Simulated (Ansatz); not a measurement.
```xyz
24
Lattice="8.9452 0.0000 0.0000 0.0000 9.1322 0.0000 0.0000 0.0000 5.2379" Properties=species:S:1:pos:R:3 pbc="T T T"
Zr    0.0000    0.0000    0.0000
Zr    4.4726    4.5661    0.0000
Zr    2.2363    6.8491    1.3033
Zr    6.7089    2.2830    1.3033
Zr    2.2363    2.2830    3.9347
Zr    6.7089    6.8491    3.9347
Ti    0.0000    4.5661    2.6190
Ti    4.4726    0.0000    2.6190
Ge    2.9805    4.5661    2.6190
Ge    7.4531    0.0000    2.6190
Ge    3.0328    0.0000    0.0000
Ge    7.5054    4.5661    0.0000
Ge    1.4921    0.0000    2.6190
Ge    5.9647    4.5661    2.6190
Ge    1.4398    4.5661    0.0000
Ge    5.9124    0.0000    0.0000
Ge    3.7124    6.8963    3.9025
Ge    8.1850    2.3303    3.9025
Ge    3.7124    2.2358    1.3354
Ge    8.1850    6.8019    1.3354
Ge    0.7602    6.8019    3.9025
Ge    5.2328    2.2358    3.9025
Ge    0.7602    2.3303    1.3354
Ge    5.2328    6.8963    1.3354
```

Space group C222; a structure generated by program, which may or may not match a known phase; computed without spin polarisation.

Level of theory: DFT PBE, scalar-relativistic, plane waves, PAW (Ansatz).

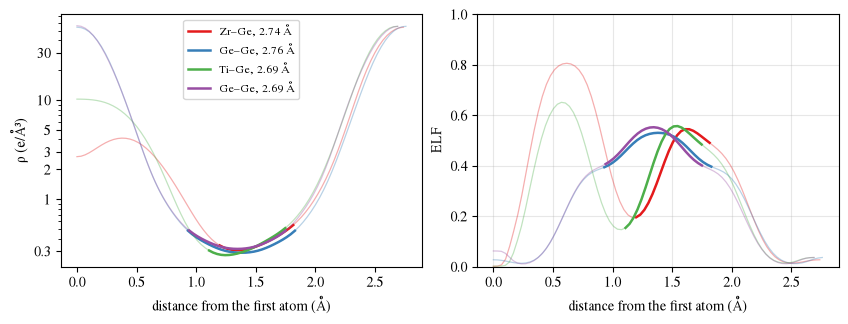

Zr3TiGe8. Valence electron density and electron localisation function along straight lines between neighbouring atoms. Thin, pale parts lie inside the atomic spheres.

In a PAW calculation such maps are meaningful between the atoms, not at the nuclei.

### Compare the contacts.

Zr–Ge (2.74 Å): ρ at the midpoint is about 0.31 e/Å³; the ELF is about 0.35 at the midpoint.
Ge–Ge (2.76 Å): ρ is about 0.29 e/Å³ halfway; the ELF reaches about 0.55 near the midpoint.
Ti–Ge (2.69 Å): the density is about 0.28 e/Å³ at the midpoint; the ELF is about 0.40 at the midpoint.
Ge–Ge (2.69 Å): the density is about 0.32 e/Å³ at the midpoint; the ELF reaches about 0.55 near the midpoint.
